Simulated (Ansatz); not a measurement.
# C₃H₆Si: geometry and vibrations

What shape does C₃H₆Si take? The plan is to relax it, then compute its harmonic vibrations to see whether it is a minimum and to get the zero-point energy and entropy, and look at its orbitals and charge.

Program: Ansatz 0.2.0, Gaussian basis. Level of theory: RKS PBE0-D4/def2-TZVP. These are calculated values, not measurements.

Plan: relaxation at PBE-D4/def2-SVP; relaxation at PBE0-D4/def2-TZVP; harmonic vibrations at the same level; a single point in def2-TZVPP for the fields.

**1. Starting geometry**

10 atoms, charge 0, spin multiplicity 1.

Atoms are counted from 1 here; the program's logs count them from 0.

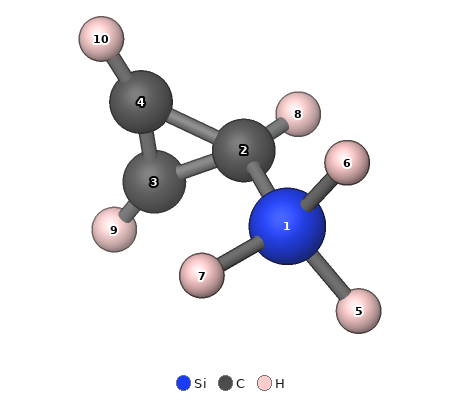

As it starts; silicon blue, carbon dark grey, hydrogen pink; atoms are numbered from 1 in the order of the file.

Coordinates:

```
Si   -1.06020    0.54120   -0.63330
C    -0.02000   -0.62250    0.24590
C     1.36110   -0.59040   -0.01250
C     1.05620   -0.10970    1.13960
H    -1.55550    0.00460   -1.95660
H    -2.31700    0.89700    0.16510
H    -0.38480    1.87130   -0.91960
H    -0.41510   -1.56180    0.47850
H     2.20380   -0.79790   -0.61180
H     1.21460    0.31710    2.10770
```

The start is a force-field geometry with small random shifts, so a cheaper pass at PBE-D4/def2-SVP comes first.

**2. Geometry optimisation, PBE-D4/def2-SVP (cheap first pass)**

in.yaml reads:

```yaml
crystal:
  periodic: [false, false, false]
  atoms:
    - {symbol: Si, position_ang: [-1.060200, 0.541200, -0.633300]}
    - {symbol: C, position_ang: [-0.020000, -0.622500, 0.245900]}
    - {symbol: C, position_ang: [1.361100, -0.590400, -0.012500]}
    - {symbol: C, position_ang: [1.056200, -0.109700, 1.139600]}
    - {symbol: H, position_ang: [-1.555500, 0.004600, -1.956600]}
    - {symbol: H, position_ang: [-2.317000, 0.897000, 0.165100]}
    - {symbol: H, position_ang: [-0.384800, 1.871300, -0.919600]}
    - {symbol: H, position_ang: [-0.415100, -1.561800, 0.478500]}
    - {symbol: H, position_ang: [2.203800, -0.797900, -0.611800]}
    - {symbol: H, position_ang: [1.214600, 0.317100, 2.107700]}
basis:
  gaussian: {orbitals: def2-SVP}
hamiltonian: {xc: pbe, dispersion: d4}
relax: {f_tol: 0.03, max_steps: 200}
```

The run is started by

```
$ ansatz run in.yaml --threads 2 --pin off --events-out ev --progress --plain --max-ram 4352MiB
```

What it wrote (excerpt; [...] marks lines left out):

```text
Functional definition: PBE
  name "PBE"
  cite "Perdew, Burke & Ernzerhof, Phys. Rev. Lett. 77, 3865 (1996) doi:10.1103/PhysRevLett.77.3865"
  parent pbe
[...]
1018 factors; their error is unknown
[...]
mean field -11069.49907484 eV, -406.7965878246 hartree, gradient 1.6e-5 eV, S^2 0.000000; 0 other end points of the search recorded, 0 dependent functions left out
[...]
reference -11069.49910954 eV, -406.7965890994 hartree; 19, 19 occupied and 71, 71 virtual orbitals, 1018 factors
relax step   1: F+E_penalty+E_count = -11069.69522535 eV  Δ(F+E_penalty+E_count) = +0.000e0 eV  max|allowed force component| = 3.863e0 eV/Å  Δτ_max = 0.0000 Å  (27 SCF iters, accepted)
[...]
relax step   7: F+E_penalty+E_count = -11070.31037769 eV  Δ(F+E_penalty+E_count) = -4.571e-4 eV  max|allowed force component| = 6.681e-2 eV/Å  Δτ_max = 0.0210 Å  (30 SCF iters, accepted)
[...]
relax step   8: F+E_penalty+E_count = -11070.31053208 eV  Δ(F+E_penalty+E_count) = -1.544e-4 eV  max|allowed force component| = 2.961e-2 eV/Å  Δτ_max = 0.0081 Å  (32 SCF iters, accepted)
1018 factors; their error is unknown
mean field -11070.12059287 eV, -406.8194281907 hartree, gradient 2.6e-5 eV, S^2 0.000000; 1 other end points of the search recorded, 0 dependent functions left out
[...]
reference -11070.12062795 eV, -406.8194294800 hartree; 19, 19 occupied and 71, 71 virtual orbitals, 1018 factors
Total energy: -11070.31056716 eV, -406.8264096173 hartree
Atom 0 at    -1.159626     0.594323    -0.675557 Å, force    -0.008114     0.008369     0.011634 eV/Å
Atom 1 at    -0.013164    -0.605692     0.239088 Å, force     0.023970    -0.015624    -0.029606 eV/Å
Atom 2 at     1.502927    -0.594950     0.047397 Å, force    -0.012225    -0.004377    -0.006437 eV/Å
Atom 3 at     1.082541    -0.127216     1.190132 Å, force    -0.021941     0.001844     0.010929 eV/Å
Atom 4 at    -1.637748     0.016984    -1.985002 Å, force     0.013553    -0.008974     0.001609 eV/Å
Atom 5 at    -2.385459     0.910712     0.145189 Å, force     0.000548     0.004362     0.003123 eV/Å
Atom 6 at    -0.420366     1.877759    -0.954603 Å, force    -0.000513     0.001907    -0.000113 eV/Å
Atom 7 at    -0.483771    -1.591000     0.463612 Å, force    -0.002610     0.009860     0.014694 eV/Å
Atom 8 at     2.317029    -0.843124    -0.640647 Å, force     0.004973     0.003060    -0.005333 eV/Å
Atom 9 at     1.280736     0.311104     2.173390 Å, force     0.002357    -0.000427    -0.000500 eV/Å
Dipole moment:     0.240515    -0.091104     0.123480 e Å
```

It took 13 s on 2 threads of Arm Neoverse V1, shared host.

Step by step: (the energy doesn't fall at every step)

```csv
step,energy from step 1 (eV),largest force component (eV/Å)
1,0.0000,3.8627
2,-0.4939,1.8707
3,-0.4041,1.4985
4,-0.6043,0.3569
5,-0.6039,0.6224
6,-0.6147,0.0629
7,-0.6152,0.0668
8,-0.6153,0.0296
```

Distances of close pairs at the start and the end, largest changes first:

```csv
bond,before (Å),after (Å),change (Å)
C2–C3,1.405,1.528,+0.123
Si1–C2,1.791,1.895,+0.104
C2–H8,1.045,1.115,+0.070
C3–H9,1.055,1.094,+0.040
C2–C4,1.490,1.528,+0.038
C4–H10,1.070,1.095,+0.025
Si1–H6,1.531,1.509,-0.022
C3–C4,1.285,1.304,+0.019
```

**3. Geometry optimisation, PBE0-D4/def2-TZVP**

in.yaml reads:

```yaml
crystal:
  periodic: [false, false, false]
  atoms:
    - {symbol: Si, position_ang: [-1.159626, 0.594323, -0.675557]}
    - {symbol: C, position_ang: [-0.013164, -0.605692, 0.239088]}
    - {symbol: C, position_ang: [1.502927, -0.594950, 0.047397]}
    - {symbol: C, position_ang: [1.082541, -0.127216, 1.190132]}
    - {symbol: H, position_ang: [-1.637748, 0.016984, -1.985002]}
    - {symbol: H, position_ang: [-2.385459, 0.910712, 0.145189]}
    - {symbol: H, position_ang: [-0.420366, 1.877759, -0.954603]}
    - {symbol: H, position_ang: [-0.483771, -1.591000, 0.463612]}
    - {symbol: H, position_ang: [2.317029, -0.843124, -0.640647]}
    - {symbol: H, position_ang: [1.280736, 0.311104, 2.173390]}
basis:
  gaussian: {orbitals: def2-TZVP}
hamiltonian: {xc: pbe0, dispersion: d4}
relax: {f_tol: 0.005, max_steps: 150}
```

Launched as before.

What it wrote (excerpt; [...] marks lines left out):

```text
Functional definition: PBE0
  name "PBE0"
  cite "Adamo & Barone, J. Chem. Phys. 110, 6158 (1999) doi:10.1063/1.478522"
  cite "Perdew, Burke & Ernzerhof, Phys. Rev. Lett. 77, 3865 (1996) doi:10.1103/PhysRevLett.77.3865"
  parent pbe
[...]
1072 factors; their error is unknown
[...]
mean field -11077.44621724 eV, -407.0886399208 hartree, gradient 3.8e-5 eV, S^2 0.000000; 0 other end points of the search recorded, 0 dependent functions left out
[...]
reference -11077.44625002 eV, -407.0886411256 hartree; 19, 19 occupied and 147, 147 virtual orbitals, 1072 factors
relax step   1: F+E_penalty+E_count = -11077.60587988 eV  Δ(F+E_penalty+E_count) = +0.000e0 eV  max|allowed force component| = 8.567e-1 eV/Å  Δτ_max = 0.0000 Å  (27 SCF iters, accepted)
[...]
Atom 0 at    -1.146050     0.586020    -0.665489 Å, force    -0.000969     0.000749     0.000917 eV/Å
Atom 1 at    -0.022183    -0.605349     0.235718 Å, force     0.001917    -0.001094     0.000365 eV/Å
Atom 2 at     1.480638    -0.586110     0.046317 Å, force     0.000468     0.000035    -0.000361 eV/Å
Atom 3 at     1.068981    -0.124656     1.170040 Å, force    -0.000679     0.000224    -0.000463 eV/Å
Atom 4 at    -1.607616     0.018420    -1.964140 Å, force     0.000790     0.000321     0.000264 eV/Å
Atom 5 at    -2.360038     0.900932     0.139997 Å, force    -0.000272    -0.000558    -0.000336 eV/Å
Atom 6 at    -0.405574     1.850211    -0.930092 Å, force    -0.000312    -0.000259    -0.000378 eV/Å
Atom 7 at    -0.473707    -1.575439     0.468638 Å, force    -0.000799     0.001145    -0.000101 eV/Å
Atom 8 at     2.280979    -0.825504    -0.632009 Å, force    -0.000142    -0.000452     0.000133 eV/Å
Atom 9 at     1.267670     0.310373     2.134018 Å, force    -0.000001    -0.000111    -0.000038 eV/Å
Dipole moment:     0.237682    -0.099922     0.127908 e Å
```

Run time: 28 s. Hardware: 2 threads of Arm Neoverse V1, shared host.

Along the way:

```csv
step,energy from step 1 (eV),largest force component (eV/Å)
1,0.0000,0.8567
2,-0.0498,0.2049
3,-0.0542,0.0271
4,-0.0543,0.0108
5,-0.0543,0.0071
6,-0.0543,0.0050
7,-0.0543,0.0019
```

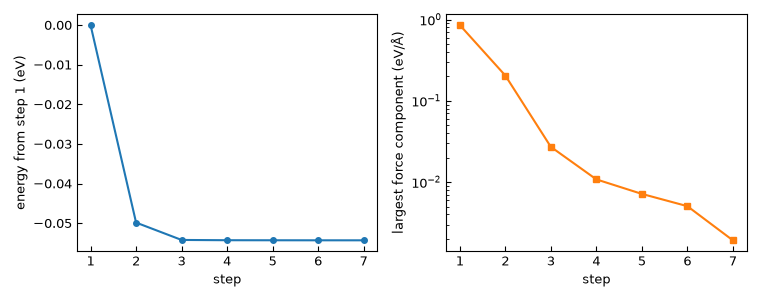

Energy and largest force along the relaxation.

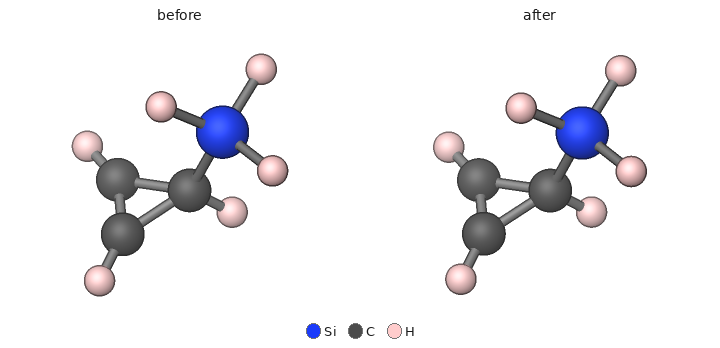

The geometry before (left) and after (right).

Distances of close pairs at the start and the end, largest changes first:

```csv
bond,before (Å),after (Å),change (Å)
Si1–C2,1.895,1.869,-0.026
C3–C4,1.304,1.283,-0.022
C2–H8,1.115,1.095,-0.020
C4–H10,1.095,1.076,-0.019
Si1–H7,1.507,1.489,-0.018
C3–H9,1.094,1.076,-0.018
Si1–H5,1.509,1.491,-0.018
Si1–H6,1.509,1.491,-0.018
```

Mulliken charges at the end point, from the run's report:

```csv
atom,value (e)
Si1,0.16
C2,-0.24
C3,-0.13
C4,-0.13
H5,-0.03
H6,-0.03
H7,-0.03
H8,0.11
H9,0.16
H10,0.16
```

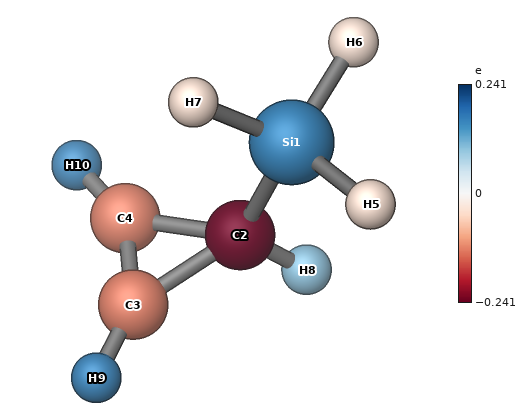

Mulliken charges at the end point, from the run's report, as colours on the atoms.

**4. Vibrations by finite differences**

in.yaml reads:

```yaml
crystal:
  periodic: [false, false, false]
  atoms:
    - {symbol: Si, position_ang: [-1.146050, 0.586020, -0.665489]}
    - {symbol: C, position_ang: [-0.022183, -0.605349, 0.235718]}
    - {symbol: C, position_ang: [1.480638, -0.586110, 0.046317]}
    - {symbol: C, position_ang: [1.068981, -0.124656, 1.170040]}
    - {symbol: H, position_ang: [-1.607616, 0.018420, -1.964140]}
    - {symbol: H, position_ang: [-2.360038, 0.900932, 0.139997]}
    - {symbol: H, position_ang: [-0.405574, 1.850211, -0.930092]}
    - {symbol: H, position_ang: [-0.473707, -1.575439, 0.468638]}
    - {symbol: H, position_ang: [2.280979, -0.825504, -0.632009]}
    - {symbol: H, position_ang: [1.267670, 0.310373, 2.134018]}
basis:
  gaussian: {orbitals: def2-TZVP}
hamiltonian: {xc: pbe0, dispersion: d4}
phonons: {temperatures: {t_min: 298.15, t_max: 900, t_step: 200}}
```

Launched as before.

What it wrote (excerpt; [...] marks lines left out):

```text
Functional definition: PBE0
  name "PBE0"
  cite "Adamo & Barone, J. Chem. Phys. 110, 6158 (1999) doi:10.1063/1.478522"
  cite "Perdew, Burke & Ernzerhof, Phys. Rev. Lett. 77, 3865 (1996) doi:10.1103/PhysRevLett.77.3865"
  parent pbe
[...]
1072 factors; their error is unknown
[...]
mean field -11077.49920891 eV, -407.0905873289 hartree, gradient 2.5e-5 eV, S^2 0.000000; 0 other end points of the search recorded, 0 dependent functions left out
[...]
reference -11077.49924137 eV, -407.0905885218 hartree; 19, 19 occupied and 147, 147 virtual orbitals, 1072 factors
[...]
1072 factors; their error is unknown
mean field -11077.49908230 eV, -407.0905826760 hartree, gradient 1.8e-6 eV, S^2 0.000000; 0 other end points of the search recorded, 0 dependent functions left out
[...]
reference -11077.49911475 eV, -407.0905838685 hartree; 19, 19 occupied and 147, 147 virtual orbitals, 1072 factors
[...]
Atom 2 at     1.480638    -0.586110     0.046317 Å, force     0.000487     0.000015    -0.000418 eV/Å
Atom 3 at     1.068981    -0.124656     1.170040 Å, force    -0.000685     0.000242    -0.000415 eV/Å
Atom 4 at    -1.607616     0.018420    -1.964140 Å, force     0.000793     0.000324     0.000268 eV/Å
Atom 5 at    -2.360038     0.900932     0.139997 Å, force    -0.000264    -0.000559    -0.000342 eV/Å
Atom 6 at    -0.405574     1.850211    -0.930092 Å, force    -0.000311    -0.000257    -0.000379 eV/Å
Atom 7 at    -0.473707    -1.575439     0.468638 Å, force    -0.000803     0.001142    -0.000102 eV/Å
Atom 8 at     2.280979    -0.825504    -0.632009 Å, force    -0.000156    -0.000448     0.000148 eV/Å
Atom 9 at     1.267670     0.310373     2.134018 Å, force    -0.000005    -0.000113    -0.000045 eV/Å
Dipole moment:     0.237683    -0.099921     0.127907 e Å
Vibrations: 86.26 234.01 256.56 574.06 598.70 645.78 763.61 795.52 859.14 914.05 936.61 946.38 951.61 1019.77 1057.61 1155.69 1312.08 1756.92 2204.94 2205.43 2217.40 3033.09 3276.84 3325.09 cm⁻¹, zero-point energy 1.929638 eV
```

It took 2.7 min on 2 threads of Arm Neoverse V1, shared host.

Motions are named by where the mode's potential energy lies. Wavenumbers, unscaled:

```csv
mode,cm⁻¹,motion
1,86,torsion
2,234,bend with torsion
3,257,bend
4,574,Si–C stretch with bend
5,599,out-of-plane bend
6,646,bend
7,764,bend with Si–C stretch
8,796,bend
9,859,out-of-plane bend
10,914,bend
11,937,bend with torsion
12,946,bend
13,952,bend with torsion
14,1020,bend
15,1058,torsion with bend
16,1156,C–C stretch with bend
17,1312,bend
18,1757,C–C stretch
19,2205,Si–H stretch
20,2205,Si–H stretch
21,2217,Si–H stretch
22,3033,C–H stretch
23,3277,C–H stretch
24,3325,C–H stretch
```

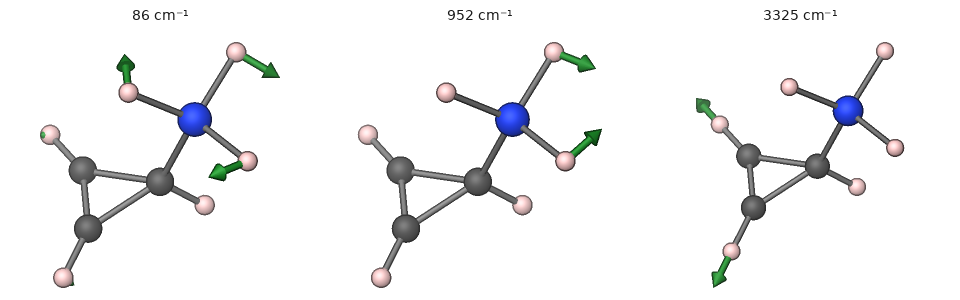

Displacements of 3 modes, as arrows.

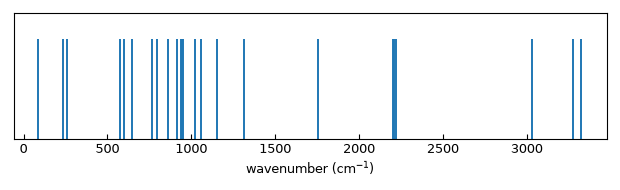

The harmonic wavenumbers as sticks (no intensities were computed).

From these modes and the moments of inertia (298.15 K, 1 bar, symmetry number 1):

```csv
term,value
zero-point energy,186.2 kJ/mol
H(298) − E,203.3 kJ/mol
"entropy, translation",161.9 J/(mol K)
"entropy, rotation",103.8 J/(mol K)
"entropy, vibration",41.6 J/(mol K)
"entropy, total",307.2 J/(mol K)
```

**5. Orbitals, density and potential**

Changes to in.yaml since step 4:

```diff
@@ -14,4 +14,4 @@
 basis:
-  gaussian: {orbitals: def2-TZVP}
+  gaussian: {orbitals: def2-TZVPP}
 hamiltonian: {xc: pbe0, dispersion: d4}
-phonons: {temperatures: {t_min: 298.15, t_max: 900, t_step: 200}}
+output: {orbitals: {seedname: orbitals}}
```

Launched as before.

What it wrote:

```text
Functional definition: PBE0
  name "PBE0"
  cite "Adamo & Barone, J. Chem. Phys. 110, 6158 (1999) doi:10.1063/1.478522"
  cite "Perdew, Burke & Ernzerhof, Phys. Rev. Lett. 77, 3865 (1996) doi:10.1103/PhysRevLett.77.3865"
  parent pbe
  parameter a = 0.25
  parameter kappa = 0.804
  parameter beta = 0.06672455060314922
  exchange = (1 - a)*pbe_x(kappa = kappa, mu = beta*pi^2/3) + a*exact_x
  correlation = pbe_c(beta = beta)
1185 factors; their error is unknown
mean field evaluation 1: about -11071.1221 eV, gradient 5.2e1 eV
mean field evaluation 2: about -11067.1333 eV, gradient 6.4e1 eV
mean field evaluation 4: about -11077.5127 eV, gradient 2.4e0 eV
mean field evaluation 8: about -11077.5411 eV, gradient 4.6e-2 eV
mean field -11077.54108700 eV, -407.0921263203 hartree, gradient 6.8e-5 eV, S^2 0.000000; 0 other end points of the search recorded, 0 dependent functions left out
reference -11077.54111939 eV, -407.0921275105 hartree; 19, 19 occupied and 200, 200 virtual orbitals, 1185 factors
Total energy: -11077.70210843 eV, -407.0980437485 hartree
```

It took 3.3 s on 2 threads of Arm Neoverse V1, shared host.

The fields below are evaluated on a grid from the run's orbitals.

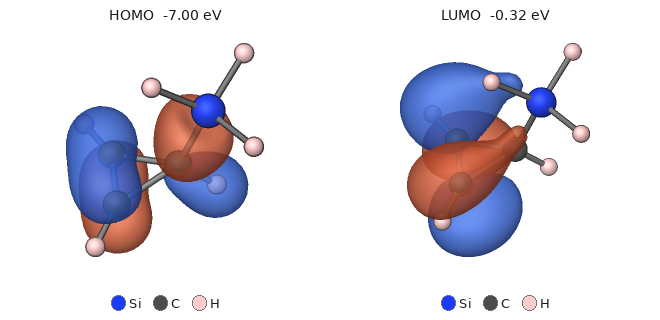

PBE0-D4/def2-TZVPP orbitals near the gap, drawn at the value that encloses 70 % of each; the two colours are the two signs.

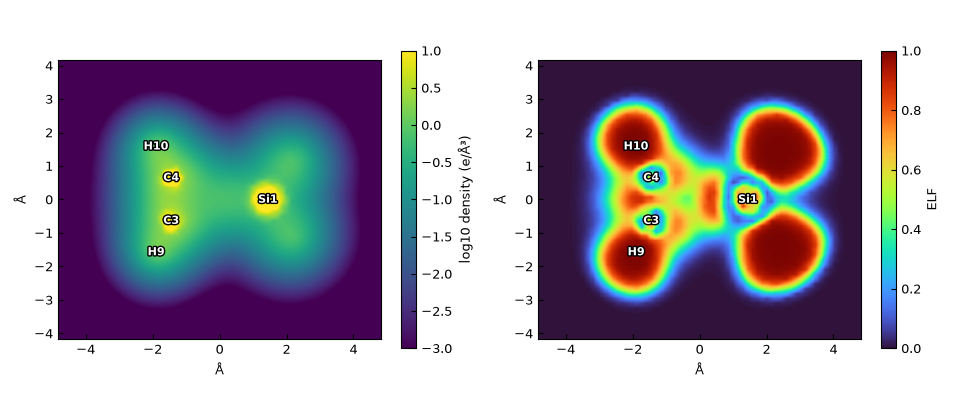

Density (left) and ELF (right) in a plane through or near 5 of the atoms.

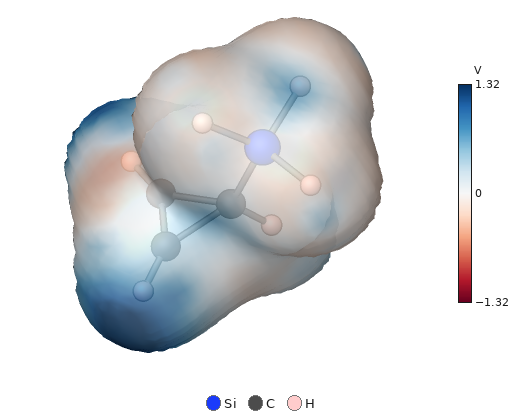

The potential that a unit positive charge feels on the 0.002 e/bohr³ surface, from the 1st to the 99th percentile, from -0.35 V near C4 to 1.32 V near H9.

**6. Outcome**

| quantity | value |
| --- | --- |
| point group | Cs |
| steps | 8 + 7 |
| shift from the start (rms) | 0.071 Å |
| total energy | -11077.6602 eV |
| dispersion term | -161 meV |
| dipole moment | 1.38 D |
| lowest, highest wavenumber | 86, 3325 cm⁻¹ |
| zero-point energy | 186.2 kJ/mol |
| entropy at 298.15 K | 307.2 J/(mol K) |
| HOMO, LUMO | -7.00, -0.32 eV |

The atoms moved 0.07 Å (rms) from the start; the bond that changed most is C2–C3, from 1.405 to 1.515 Å. No mode is imaginary: a true minimum at this level. The stiffest mode, 3325 cm⁻¹, is a C–H stretch. Harmonic hybrid wavenumbers usually lie a few per cent above measured fundamentals. The largest Mulliken charge, -0.24 e, sits on C2. The HOMO lies mostly on C3, C4 about 26 % each; C2 14 % and the LUMO on C3, C4 about 29 % each; H9, H10 about 13 % each.
